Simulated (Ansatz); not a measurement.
# Mo2NO2 monolayer: following an unstable mode, part 3 of 3

Wanted: the energy along a soft mode of Mo2NO2 monolayer and the structure at the end.

Ansatz 0.2.0; DFT PBEsol, scalar-relativistic, plane waves, PAW.

So far. Step 4 (The mode frozen in, largest atomic shift 0.08 Å): The energy, extrapolated to zero smearing, is -1.12 meV/atom against the undistorted cell. Step 5 (Energy along the mode, all amplitudes (two of the runs …): The lowest of the steps tried is at 0.08 Å, 1.12 meV/atom below the parent; the bottom of the well need not coincide with a step.

### Step 6. Relaxation from the frozen mode (continued)

The steps of the relaxation:

| step | energy less that of the first step (eV) | largest force component (eV/Å) | volume (Å³) |
| --- | --- | --- | --- |
| 1 | 0.0000 | 0.1701 | 552.39 |
| 2 | -0.0084 | 0.1138 | 549.10 |
| 3 | -0.0167 | 0.1391 | 548.95 |
| 4 | -0.0389 | 0.2527 | 546.28 |
| 5 | -0.1126 | 0.4773 | 544.64 |
| 6 | -0.3973 | 0.4808 | 544.48 |
| 7 | -0.5558 | 0.3471 | 534.85 |
| 8 | -0.6103 | 0.2360 | 532.23 |
| 9 | -0.6172 | 0.0599 | 535.18 |
| 10 | -0.6177 | 0.0307 | 535.30 |
| 11 | -0.6179 | 0.0079 | 535.24 |
| 12 | -0.6179 | 0.0008 | 535.25 |
| 13* | -0.6284 | 0.0015 | 535.25 |
| 14 | -0.6292 | 0.0138 | 535.19 |
| 15 | -0.6292 | 0.0025 | 535.15 |
| 16 | -0.6292 | 0.0009 | 535.19 |
| 17 | -0.6292 | 0.0004 | 535.18 |
| 18* | -0.6292 | 0.0004 | 535.18 |
| 19 | -0.6292 | 0.0002 | 535.16 |
| 20* | -0.6292 | 0.0002 | 535.16 |

Relaxation steps marked * repeat the geometry before them on a plane-wave basis chosen anew for their cell, so energy and pressure can jump there.

The run keeps the 4 symmetry operations that it works with, so distortions that break them were not tested.

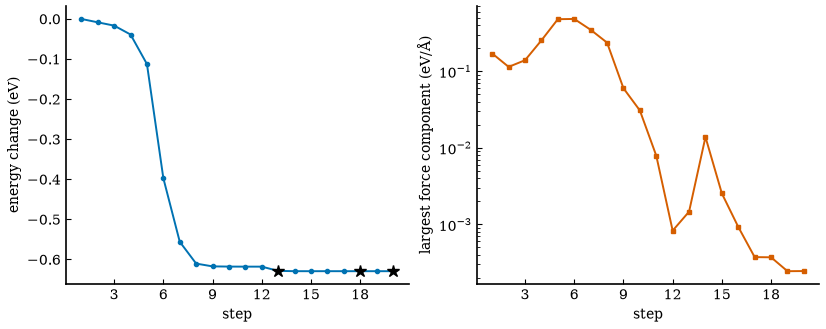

Energy and largest force along the relaxation. Stars mark steps on a basis chosen anew.

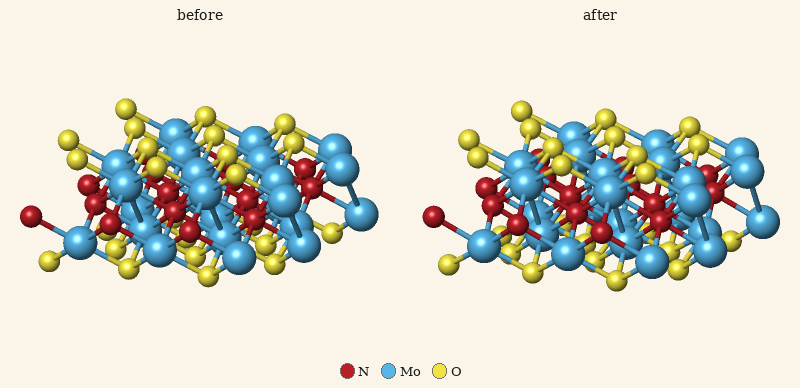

Before and after, at one scale.

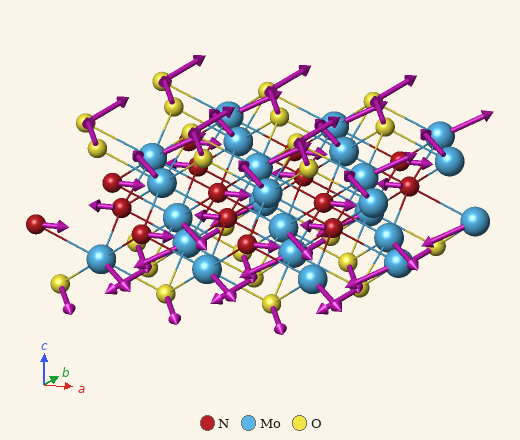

Displacements in the relaxation, exaggerated, measured against the changing cell; the longest in the cell stands for 0.17 Å. 3×2×1 cells are drawn. Some periodic images of atoms are drawn too.

| cell as run | before | after | change |
| --- | --- | --- | --- |
| a (Å) | 3.128 | 3.307 | +5.7 % |
| b (Å) | 5.417 | 4.963 | -8.4 % |

The atoms that moved most (Å, along periodic axes as changes of fractional coordinates times the final cell, across vacuum about the mean position):

| atom | dx | dy | dz | length |
| --- | --- | --- | --- | --- |
| O8 | 0.089 | 0.127 | 0.061 | 0.167 |
| O10 | -0.089 | -0.127 | -0.061 | 0.167 |
| O7 | -0.089 | 0.127 | 0.061 | 0.167 |
| O9 | 0.089 | -0.127 | -0.061 | 0.167 |
| Mo4 | 0.126 | 0.090 | 0.063 | 0.167 |
| Mo6 | -0.126 | -0.090 | -0.063 | 0.167 |
| Mo5 | 0.126 | -0.090 | -0.063 | 0.167 |
| Mo3 | -0.126 | 0.090 | 0.063 | 0.167 |

The relaxed structure:

```
N Mo O
1.0
     3.30741    0.00000    0.00000
     0.00000    4.96336    0.00000
     0.00000    0.00000   32.60000
N Mo O
2 4 4
Cartesian
  3.4905 0.0000 10.0000
  1.4707 2.4817 10.0000
  -0.2035 1.7445 11.0986
  1.8572 4.2262 11.0986
  1.8572 0.7372 8.9014
  3.1039 3.2189 8.9014
  1.5193 0.9547 12.1231
  3.4418 3.4364 12.1231
  0.1344 1.5270 7.8769
  1.5193 4.0086 7.8769
```

This step gave:

* area per atom: 1.642 Å²

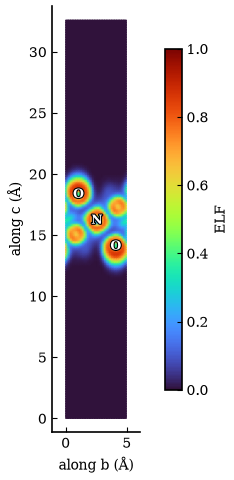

ELF in the bc plane at fractional x = 0.041, with atoms of N and O within 0.2 Å of it. It is the smooth field of the valence electrons, not physical close to the nuclei. The map starts off the cell's origin, so that atoms lie inside it.

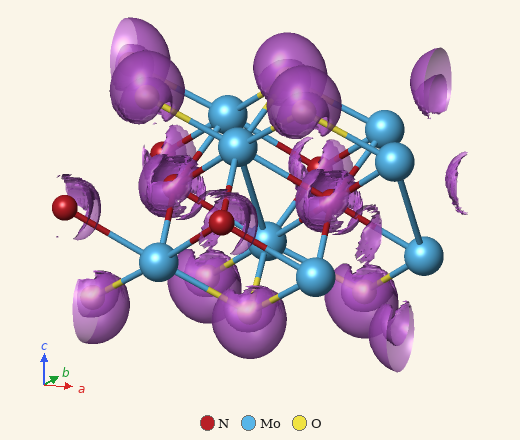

Surface of ELF = 0.79. 2×1×1 cells are drawn.

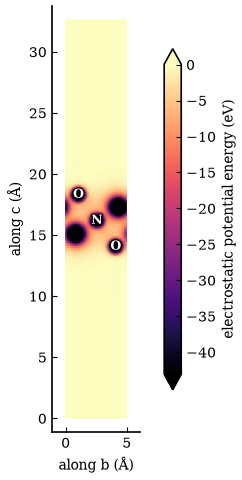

Electrostatic potential energy in the bc plane at fractional x = 0.041, with atoms of N and O within 0.2 Å of it. With pseudopotentials it is smooth inside the atoms' cores, unlike the true potential. The map starts off the cell's origin, so that atoms lie inside it.

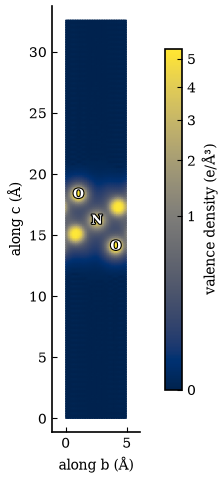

Valence density in the bc plane at fractional x = 0.041, with atoms of N and O within 0.2 Å of it. It is the smooth field of the valence electrons, not physical close to the nuclei. The map starts off the cell's origin, so that atoms lie inside it. The colour scale is stretched toward low values.

The distorted start has space group P2/c; the relaxation ends in P2/c.

### Step 7. The phases reached

The phases reached along the modes that were followed are set side by side.

Energies are those of the first relaxation, on the mesh of the frozen mode; space group, volume and gap are those of the last relaxation. Phases, by row:

| mode frozen in | space group | energy from parent (meV/atom) | volume (Å³/atom) | gap on mesh (eV) | lowest zone-centre optical mode (cm⁻¹) | largest shift (Å) |
| --- | --- | --- | --- | --- | --- | --- |
| parent | P-3m1 | 0 | 55.24 | 0 | – | – |
| q = (0, -0.5, 0), 131i cm⁻¹ | P2_1/m | -51.43 | 53.41 | 0 | – | 0.276 |
| q = (0, -0.5, 0), 53i cm⁻¹ | P2/c | -63.97 | 53.52 | 0 | – | 0.231 |

### Step 8. Outcome

```
unstable mode of the parent                                                      : q = (0, -0.5, 0), 53i cm⁻¹
depth at the lowest point sampled                                                : 1.12 meV/atom
largest atomic shift at that point                                               : 0.08 Å
space group reached (within 0.01 Å)                                              : P2/c
energy gained over the parent (first relaxation, on the mesh of the frozen mode) : 64.0 meV/atom
area per atom, phase reached                                                     : 1.64 Å²
```

Along this mode the structure falls into P2/c, 64.0 meV/atom below the parent. At the parent's cell the well is 1.121 meV/atom deep on the steps tried, with its lowest point at a shift of 0.08 Å. Relaxing atoms and cell changes the gain by +62.85 meV/atom against the lowest step (energies at zero smearing). Most of the total comes from this relaxation. The modes of the phase reached were not computed on this path. Of the 2 patterns followed to their end from this parent, this one reaches the lowest energy. Each path keeps the symmetry of its pattern, so a lower phase may lie along a pattern not tried. With no gap, or one that is small against the smearing, the frequencies hang on the k mesh and the smearing, most of all near Kohn anomalies. The phonon runs are without spin polarisation, although the cell has an odd electron count. In a sheet or slab the interpolated bending branch near Γ is rough, since the rotational sum rule isn't imposed. A phonon run warned that its eigensolver left some bands unconverged in a pass. The starting cell was built on a prototype and not taken from a measurement.

[Logs are printed without paths, hosts, clocks, repeated set-up lines and the standing remarks that a program may print on its own settings, such as how far it seeks lower states.]

[Hosts, paths, dates, database ids (printed as entryN), source tags and the programs' standing remarks are cut or masked in the printed files.]
